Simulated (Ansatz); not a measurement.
C₂H₆Ge

The calculation's input:

```
crystal:
  periodic: [false, false, false]
  atoms:
    - {symbol: C, position_ang: [-0.213768, -0.425190, -0.861862]}
    - {symbol: C, position_ang: [0.970467, 0.172114, -0.110298]}
    - {symbol: Ge, position_ang: [-0.683029, 0.223123, 0.908427]}
    - {symbol: H, position_ang: [-0.584341, 0.129114, -1.716997]}
    - {symbol: H, position_ang: [-0.205714, -1.497814, -1.020718]}
    - {symbol: H, position_ang: [1.743374, -0.514759, 0.216255]}
    - {symbol: H, position_ang: [1.364730, 1.112136, -0.480085]}
    - {symbol: H, position_ang: [-1.424077, 1.548135, 1.023125]}
    - {symbol: H, position_ang: [-0.879241, -0.793060, 2.025051]}
basis:
  gaussian: {orbitals: def2-TZVPP}
hamiltonian: {xc: pbe0, dispersion: d4}
output: {orbitals: {seedname: orbitals}}
```

Launched as:

```sh
ansatz run in.yaml --threads 2 --pin off --events-out ev --progress --plain --max-ram 4352MiB
```

Geometry: PBE0-D4/def2-TZVP.

The calculation used Ansatz 0.2.0, RKS PBE0-D4/def2-TZVPP.

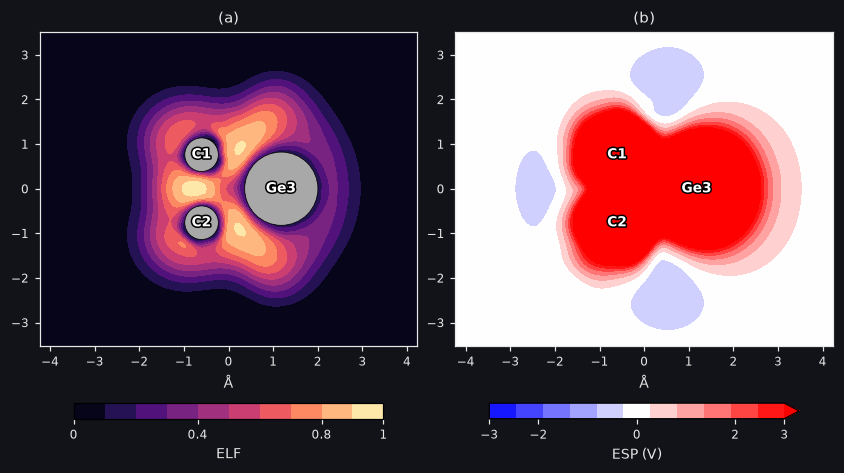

Figure 1. (a) electron localisation function; (b) electrostatic potential on the plane of atoms C2, C1 and Ge3. Grey discs cover the atomic cores in the ELF map.

What do the fields say about this system?

The plane passes through C and Ge nuclei.
C–C (1.52 Å): the ELF peaks at about 0.95 between the atoms: a covalent bond.
C–Ge (1.94 Å): the ELF peaks at about 0.80 in the valence shell of C, 0.7 Å from its nucleus, and is about 0.50 at the midpoint.
Outside the dense part of the molecule the potential is most negative (−0.7 V) near C1 and C2.

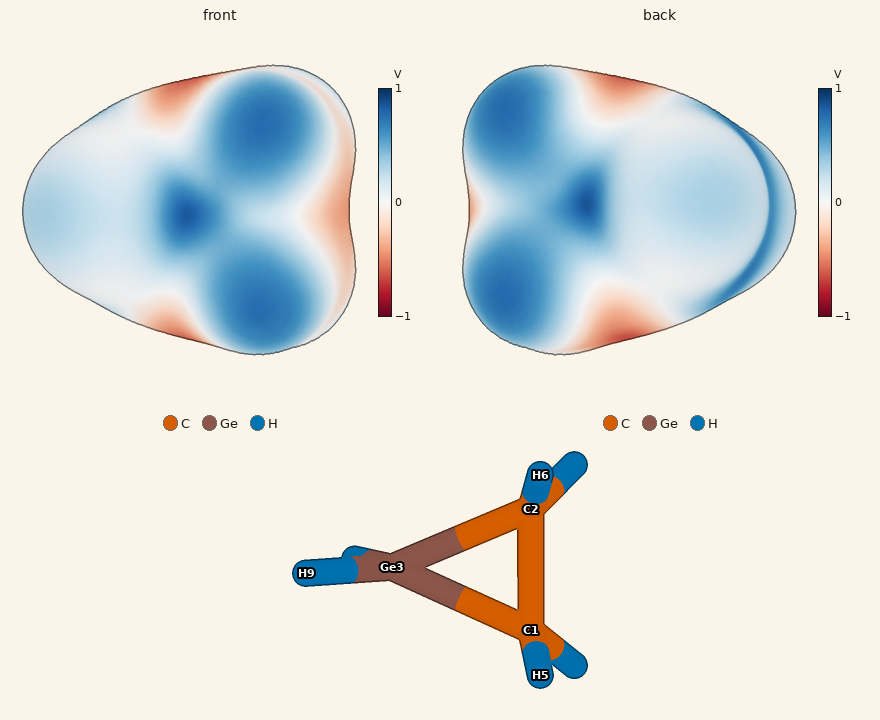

Figure 2. The electrostatic potential painted on the density surface at 0.002 e/bohr³, seen from the front and from behind; red is negative and blue positive. The bare structure is drawn below in the same view.

Which sites attract a positive test charge, and which a negative one?

A positive charge is drawn to the negative regions and a negative charge to the positive ones. The most negative region (about −0.6 V) lies over C1 and C2, the most positive (about +0.8 V) over the Ge and H atoms.

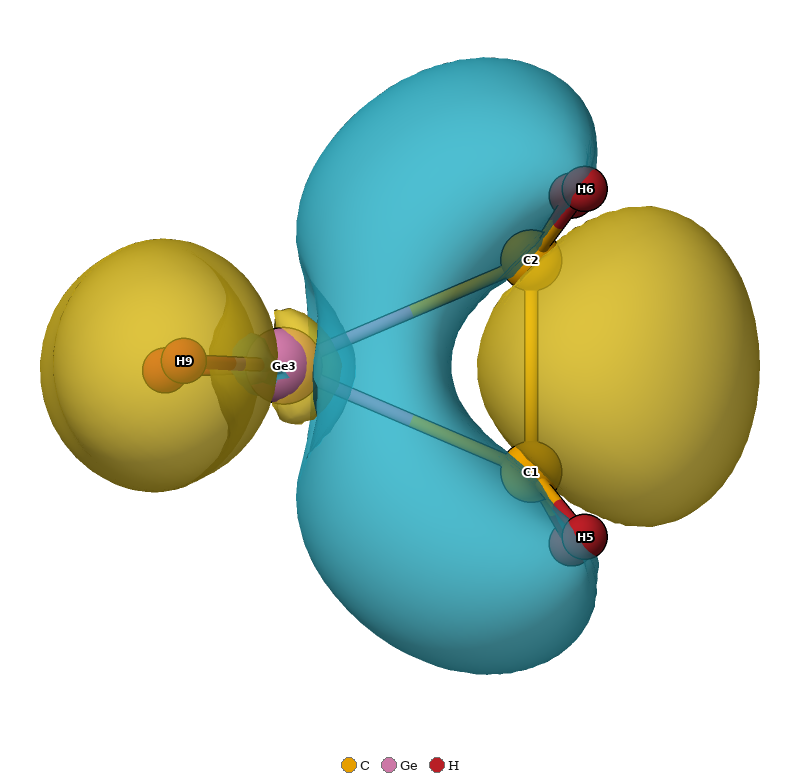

Figure 3. The HOMO−1 at ±0.08 Å⁻³ᐟ² (yellow and cyan are the two phases), seen at a tilt.

Describe this orbital and give its energy.

Its weight (Hirshfeld) is mainly on C1 (about 30 %), C2 (about 30 %) and Ge3 (about 20 %). Its energy is −8.61 eV.
